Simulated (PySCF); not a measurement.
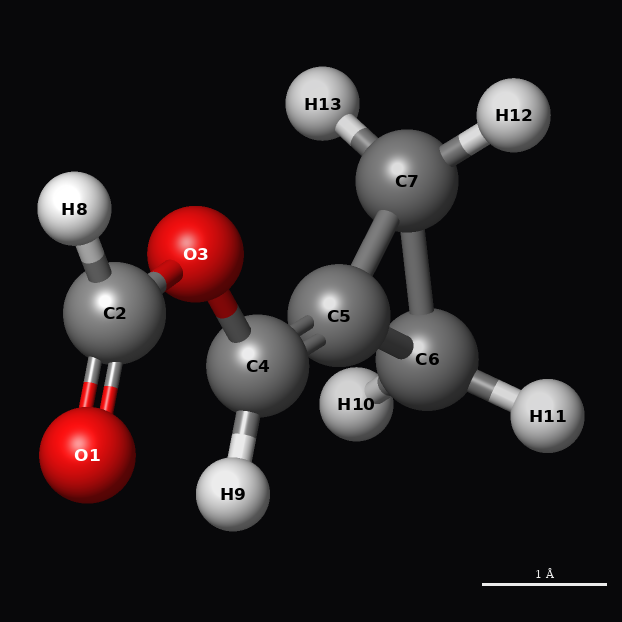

Atoms carry their numbers in the input. The geometry was computed by an optimisation with GFN2-xTB. No frequency run is at hand to confirm it as a minimum.

### Describe the coordination of atom 2.

C2 has 3 neighbours (O1 at 1.20, O3 at 1.32, H8 at 1.10 Å); the arrangement is trigonal planar.

### How are the neighbours of atom 3 arranged?

O3 has 2 neighbours (C2 at 1.32, C4 at 1.39 Å); the arrangement is bent.

### Describe the coordination of atom 4.

C4 has 3 neighbours (O3 at 1.39, C5 at 1.31, H9 at 1.08 Å); the arrangement is trigonal planar.

### Which bond is the longest?

C6–C7, 1.514 Å.

### What is the dihedral angle O3–C4–C5–C6?

180° in size, that is anti.
